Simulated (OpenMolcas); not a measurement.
**One shape, several levels: F2OSe (SeOF2)**

We compute a comparison of 6 runs (HF/STO-3G, B3LYP/6-31G*, MP2/6-311G**, MP2/pc-2, CCSD/6-31G*) of F2OSe (SeOF2). 

The results are computed with OpenMolcas 26.06.

## (1) The system as given

F2OSe has 4 atoms, charge 0, and is taken as a singlet. SMILES: `O=[Se](F)F`. The shape comes from GFN2-xTB, which is rough for such elements, and wasn't checked as a minimum.

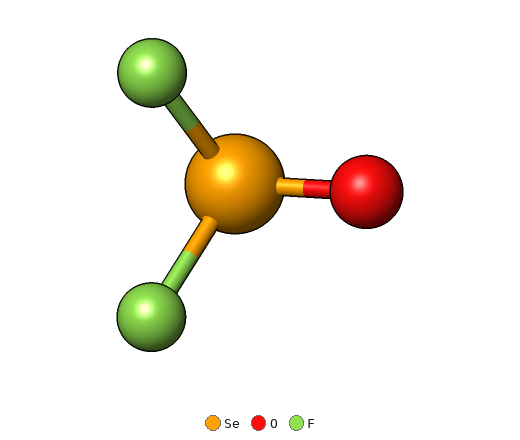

Viewed from a chosen angle; selenium orange, oxygen red, fluorine green.

## (2) Energy and forces at HF/STO-3G (run 1)

File mol.xyz:

```xyz
4

Se     0.123150     0.002620     0.623340
O      1.473980    -0.030810    -0.078710
F     -0.772290     1.309770    -0.282540
F     -0.824830    -1.281580    -0.262090
```

File mol.input:

```
&GATEWAY
  BasLib
  $CurrDir
  Coord
  mol.xyz
  Basis
  STO-3G
  Group
  NoSym

&SEWARD

&SCF
  Thresholds
  1e-10 1e-07 1e-07 1e-05
  PrOrbitals
  1 1

&ALASKA
```

The basis set STO-3G is read from a file made from the Basis Set Exchange's data (not shown).

Command:

```bash
$ export MOLCAS_MEM=1860
$ pymolcas mol.input > mol.log
```

What it wrote:

```text
--- Start Module: gateway ---

                                              &GATEWAY

                       available to each process: 1.9 GB of memory, 1 thread

 Basis Set     1 Label: SE.STO-3G
 Basis set is read from library:.
 basistype.tbl is not found

 Basis Set     2 Label: O.STO-3G
 Basis set is read from library:.
 basistype.tbl is not found

 Basis Set     3 Label: F.STO-3G
 Basis set is read from library:.
 basistype.tbl is not found

++    Symmetry information:
      ---------------------

                    Character Table for C1

                             E
                    a        1  x, y, xy, Rz, z, xz, Ry, yz, Rx, I
--

++    Basis set information:
      ----------------------

      Basis set label: SE.STO-3G.........

[... 121 lines left out ...]
      Nuclear repulsion energy =  317.53942178
[... 41 lines left out ...]
                                   SCF        iterations: Energy and convergence statistics
[... 25 lines left out ...]
 *                                             SCF/KS-DFT Program, Final results                                             *
[... 64 lines left out ...]
      Dipole Moment (debye):
[... 46 lines left out ...]
 **************************************************
 *              Molecular gradients               *
 **************************************************

  Irreducible representation: a
 ------------------------------------------------------------------------------------------
                              X                       Y                       Z
 ------------------------------------------------------------------------------------------
  SE1               1.79026309537329E-01   -4.11892949544851E-03   -6.69976898974198E-02
  O2               -1.48438249662810E-01    3.71238344435132E-03    8.50845056269662E-02
  F3               -1.47790278112492E-02    2.50559875375878E-02   -9.20807867137441E-03
  F4               -1.58090320632311E-02   -2.46494414865062E-02   -8.87873705822884E-03
 ------------------------------------------------------------------------------------------

--- Stop Module: alaska /rc=_RC_ALL_IS_WELL_ ---

.##################.
.# Happy landing! #.
.##################.

    Timing: Wall=1.86 User=1.43 System=0.35
```

Run time: 2 s. Hardware: 1 thread of Arm Neoverse V2, shared host; peak memory 0.37 GiB.

## (3) Energy and forces at B3LYP/6-31G(d) (spherical functions) (run 2)

File input.xyz:

```xyz
4

Se     0.123150     0.002620     0.623340
O      1.473980    -0.030810    -0.078710
F     -0.772290     1.309770    -0.282540
F     -0.824830    -1.281580    -0.262090
```

File calc.input:

```
* F2OSe Kohn-Sham DFT

&GATEWAY
 BasLib=$CurrDir
 Coord=input.xyz
 Basis=6-31Gs
 Group=NoSym

&SEWARD
 GridInput
 Grid=UltraFine
 End of Grid

&SCF
 KSDFT=B3LYP
 Thresholds=1e-10 1e-07 1e-07 1e-05
 PrOrbitals=0

&ALASKA
```

The basis set 6-31G* is read from a file made from the Basis Set Exchange's data (not shown).

Command:

```bash
$ export MOLCAS_MEM=1860
$ pymolcas calc.input > calc.log
```

What it wrote:

```text
--- Start Module: gateway ---

                                              &GATEWAY

                       available to each process: 1.9 GB of memory, 1 thread

 Basis Set     1 Label: SE.6-31GS
 Basis set is read from library:.
 basistype.tbl is not found

 Basis Set     2 Label: O.6-31GS
 Basis set is read from library:.
 basistype.tbl is not found

 Basis Set     3 Label: F.6-31GS
 Basis set is read from library:.
 basistype.tbl is not found

++    Symmetry information:
      ---------------------

                    Character Table for C1

                             E
                    a        1  x, y, xy, Rz, z, xz, Ry, yz, Rx, I
--

++    Basis set information:
      ----------------------

      Basis set label: SE.6-31GS.........

[... 127 lines left out ...]
      Nuclear repulsion energy =  317.53942178
[... 62 lines left out ...]
                                   B3LYP      iterations: Energy and convergence statistics
[... 28 lines left out ...]
 *                                             SCF/KS-DFT Program, Final results                                             *
[... 37 lines left out ...]
      Dipole Moment (debye):
[... 53 lines left out ...]
  Irreducible representation: a
 ------------------------------------------------------------------------------------------
                              X                       Y                       Z
 ------------------------------------------------------------------------------------------
  SE1               1.08374728714701E-01   -2.07267709070202E-03   -2.31634511173695E-03
  O2               -8.70299281628348E-02    2.19952175058957E-03    3.62348796759804E-02
  F3               -1.01746113278125E-02    1.64256548238768E-02   -1.70237968152644E-02
  F4               -1.11701892239324E-02   -1.65524994837654E-02   -1.68947377489364E-02
 ------------------------------------------------------------------------------------------

--- Stop Module: alaska /rc=_RC_ALL_IS_WELL_ ---
--- Module alaska spent 4 seconds ---

.##################.
.# Happy landing! #.
.##################.

    Timing: Wall=17.03 User=14.98 System=1.97
```

Run time: 17 s. Hardware: 1 thread of Arm Neoverse V2, shared host; peak memory 0.43 GiB.

Runs 3 to 5 aren't shown in full; the table further down has their settings and results.

## (4) A single-point energy at CCSD/6-31G(d) (spherical functions) (run 6)

File job.input:

```
>>> EXPORT MOLCAS_PRINT=2

&GATEWAY
 BasLib = $CurrDir
 Coord
 4
 angstrom
 Se       0.123150       0.002620       0.623340
 O        1.473980      -0.030810      -0.078710
 F       -0.772290       1.309770      -0.282540
 F       -0.824830      -1.281580      -0.262090
 Basis = 6-31Gs
 Group = NoSym

&SEWARD

&SCF
 Thresholds = 1e-10 1e-07 1e-07 1e-05
 PrOrbitals = 1 1

&RASSCF
 FileOrb = $Project.ScfOrb
 Spin = 1
 Nactel = 0 0 0
 Inactive = 30
 Ras2 = 0
 OutOrbitals = Canonical
 OrbListing = Few

&MOTRA
 JobIph
 Frozen = 12

&CCSDT
 CCSD
 Iterations = 80
 Accuracy = 1e-08
 Extrapolation = 5 4
```

The basis set 6-31G* is read from a file made from the Basis Set Exchange's data (not shown).

Command:

```bash
$ export MOLCAS_MEM=1860
$ pymolcas job.input > job.log
```

What it wrote:

```text
--- Start Module: gateway ---

                                              &GATEWAY

                       available to each process: 1.9 GB of memory, 1 thread

 Basis Set     1 Label: SE.6-31GS
 Basis set is read from library:.
 basistype.tbl is not found

 Basis Set     2 Label: O.6-31GS
 Basis set is read from library:.
 basistype.tbl is not found

 Basis Set     3 Label: F.6-31GS
 Basis set is read from library:.
 basistype.tbl is not found

++    Symmetry information:
      ---------------------

                    Character Table for C1

                             E
                    a        1  x, y, xy, Rz, z, xz, Ry, yz, Rx, I
--

++    Basis set information:
      ----------------------

      Basis set label: SE.6-31GS.........

[... 189 lines left out ...]
       Convergence after  15 Iterations
[... 172 lines left out ...]
                                         RASSCF iterations: Energy and convergence statistics
[... 22 lines left out ...]
      RASSCF energy for state  1                  -2673.16926068
[... 94 lines left out ...]
      Natural orbitals for root   1 are written to the RASORB.1 file
[... 117 lines left out ...]
      energy convergence criterium                0.00000001000000
[... 30 lines left out ...]
      Reference energy    :     -2673.1692606818096
[... 42 lines left out ...]
 Five largest amplitudes of :T2abab
  SYMA   SYMB   SYMI   SYMJ     A      B      I      J     VALUE
    1      1      1      1      1      1     17     17    -0.0542018719
    1      1      1      1      2      2     18     18    -0.0494498219
    1      1      1      1      1      1     18     18    -0.0381634055
    1      1      1      1      1      2     17     18    -0.0309076862
    1      1      1      1      2      1     18     17    -0.0309076862
 Euclidian norm is :     0.4135568323

      Happy Landing!

--- Stop Module: ccsdt /rc=_RC_ALL_IS_WELL_ ---
--- Module ccsdt spent 25 seconds ---

.##################.
.# Happy landing! #.
.##################.

    Timing: Wall=31.61 User=27.94 System=2.61
```

Run time: 32 s. Hardware: 1 thread of Arm Neoverse V2, shared host; peak memory 0.43 GiB.

## (5) The series

```csv
run,level,integration grid,task,frozen core orbitals,energy (Eh),dipole moment (D) of the reference,HOMO energy (eV),LUMO energy (eV),wall time
1,HF/STO-3G,–,gradient,–,-2643.209817,2.35,-7.89,6.49,2 s
2,B3LYP/6-31G* (spherical functions),UltraFine,gradient,–,-2676.120156,3.00,-9.42,-2.55,17 s
3,MP2/6-311G**,–,energy,12,-2674.403660,3.96,-13.86,0.83,9.6 s
4,MP2/pc-2,–,energy,12,-2674.605467,3.80,-13.95,0.74,23 s
5,MP2/pc-2 (Cholesky decomposition),–,energy,12,-2674.603661,3.80,-13.95,0.74,12 s
6,CCSD/6-31G* (spherical functions),–,energy,12,-2673.972476,3.78,-13.65,1.19,32 s
```

## (6) What came out

```
                                           quantity           value
                                run 6: total energy  -2673.97248 Eh
          run 6: dipole moment (mean-field density)          3.78 D
         run 6: HOMO energy (Hartree–Fock orbitals)       -13.65 eV
         run 6: LUMO energy (Hartree–Fock orbitals)         1.19 eV
       run 6: HOMO–LUMO gap (Hartree–Fock orbitals)        14.84 eV
run 6: correlation energy (12 core orbitals frozen)      -803.2 mEh
```

**Reading.** All runs together took 96 s, the longest 32 s.
